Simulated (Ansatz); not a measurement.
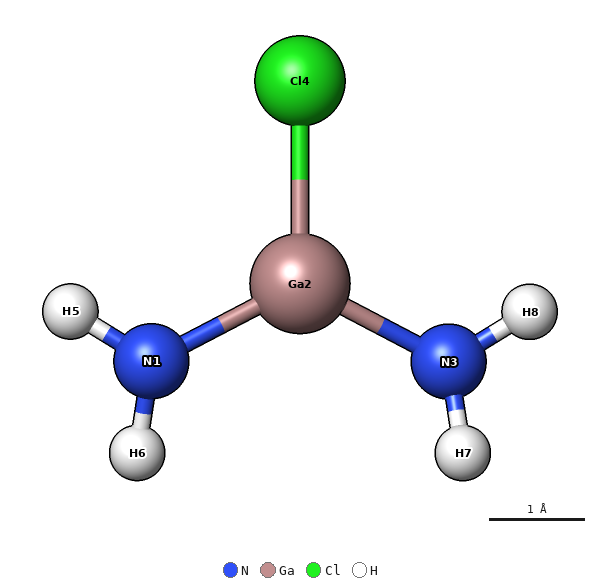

**Figure 1.** The structure as given in the input (ball-and-stick view, seen on its broad side; atoms are numbered from 1 in the order of the input). Sticks mark near contacts. Bond lengths as drawn: Cl–Ga 2.14 Å, Ga–N 1.81 Å and H–N 1.01 Å.

# GaN2H4Cl: one change and its effect

System: GaN2H4Cl.
Method of run A: RKS PBE0-D4/def2-TZVPP (Ansatz 0.2.0).

The geometry comes from this level: PBE0-D4/def2-TZVP. Text and figures count atoms from 1; the logs count them from 0 in places.

## Input, run A
```yaml
crystal:
  periodic: [false, false, false]
  atoms:
    - {symbol: N, position_ang: [-0.433986, 1.564000, -0.293304]}
    - {symbol: Ga, position_ang: [-0.264647, -0.235581, -0.294279]}
    - {symbol: N, position_ang: [0.851561, -1.192297, 0.757330]}
    - {symbol: Cl, position_ang: [-1.496965, -1.332579, -1.664366]}
    - {symbol: H, position_ang: [-1.220641, 1.991639, -0.752208]}
    - {symbol: H, position_ang: [-0.094676, 2.128623, 0.466996]}
    - {symbol: H, position_ang: [1.626453, -0.765135, 1.235929]}
    - {symbol: H, position_ang: [1.032901, -2.158660, 0.543902]}
basis:
  gaussian: {orbitals: def2-TZVPP}
hamiltonian: {xc: pbe0, dispersion: d4}
output: {orbitals: {seedname: orbitals}}
```

Launched with:
```bash
ansatz run in.yaml --threads 4 --pin off --events-out ev --progress --plain --max-ram 10444MiB
```

Hardware: 4 threads of Arm Neoverse V1, 23 GiB of memory available, shared host.

## Output (run A)
```
Functional definition: PBE0
  parameter a = 0.25
  parameter kappa = 0.804
  parameter beta = 0.06672455060314922
  exchange = (1 - a)*pbe_x(kappa = kappa, mu = beta*pi^2/3) + a*exact_x
  correlation = pbe_c(beta = beta)
1284 factors; their error is unknown
mean field evaluation 1: about -67922.3135 eV, gradient 8.7e1 eV
mean field evaluation 2: about -67900.6699 eV, gradient 1.3e2 eV
mean field evaluation 4: about -67935.7600 eV, gradient 5.1e0 eV
mean field evaluation 8: about -67935.8018 eV, gradient 4.4e-2 eV
mean field evaluation 16: about -67936.0265 eV, gradient 7.2e-5 eV
mean field -67936.02652252 eV, -2496.6029260098 hartree, gradient 7.2e-5 eV, S^2 0.000000; 0 other end points of the search recorded, 0 dependent functions left out
reference -67936.02655164 eV, -2496.6029270799 hartree; 33, 33 occupied and 175, 175 virtual orbitals, 1284 factors
Total energy: -67936.17054302 eV, -2496.6082186657 hartree
```

The input of run B differs as follows (lines with − go, lines with + come):
```diff
-  gaussian: {orbitals: def2-TZVPP}
+  gaussian: {orbitals: def2-SVP}
```

How does run B compare with run A?

The total energy of run B is 341.9 kcal/mol higher, which measures the change of basis and not a stability. The HOMO goes from −7.35 to −7.06 eV. The LUMO goes from −0.28 to 0.07 eV. The basis functions go from 208 to 98.

## Output (run B)
```
Functional definition: PBE0
  parameter a = 0.25
  parameter kappa = 0.804
  parameter beta = 0.06672455060314922
  exchange = (1 - a)*pbe_x(kappa = kappa, mu = beta*pi^2/3) + a*exact_x
  correlation = pbe_c(beta = beta)
973 factors; integrals over basis functions are off by at most 9.4e-4 eV
mean field evaluation 1: about -67910.1321 eV, gradient 7.5e1 eV
mean field evaluation 2: about -67894.3762 eV, gradient 1.1e2 eV
mean field evaluation 4: about -67921.0765 eV, gradient 2.9e0 eV
mean field evaluation 8: about -67921.1984 eV, gradient 1.3e-1 eV
mean field evaluation 16: about -67921.1984 eV, gradient 6.3e-5 eV
mean field -67921.19840756 eV, -2496.0580028358 hartree, gradient 6.3e-5 eV, S^2 0.000000; 0 other end points of the search recorded, 0 dependent functions left out
reference -67921.19843446 eV, -2496.0580038247 hartree; 33, 33 occupied and 65, 65 virtual orbitals, 973 factors
Total energy: -67921.34242585 eV, -2496.0632954105 hartree
```

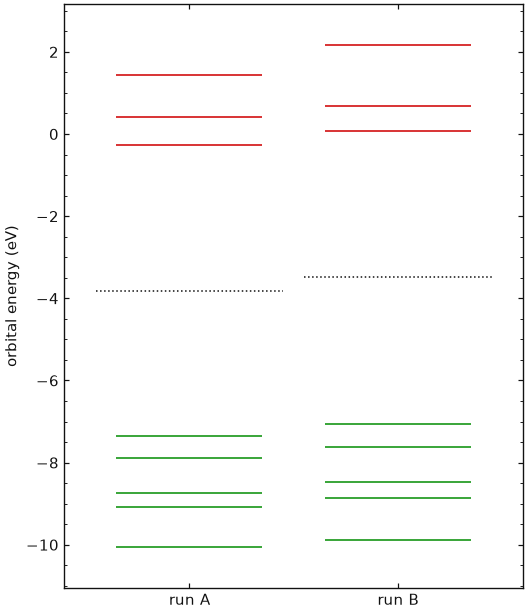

**Figure 2.** The five highest filled and three lowest empty orbital energies of the two runs; the dotted lines part filled from empty levels. The HOMO–LUMO gap is 7.07 eV in run A and 7.13 eV in run B.

## The two runs side by side

| quantity | run A | run B |
| --- | --- | --- |
| outcome | converged | converged |
| total energy (hartree) | −2496.608219 | −2496.063295 |
| HOMO (eV) | −7.35 | −7.06 |
| LUMO (eV) | −0.28 | 0.07 |
| basis functions | 208 | 98 |
| wall time (shared host) | 2.4 s | 1 s |
